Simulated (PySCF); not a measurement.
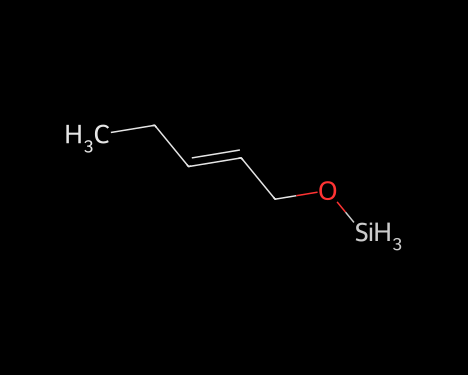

Figure made from data computed with PySCF.

Q: Write the SMILES.

A: CC/C=C/CO[SiH3]

Q: What is the molecular formula?

A: C5H12OSi.

Q: An optimisation with GFN2-xTB gave a structure of which point group?

A: C1. Other conformers may differ.
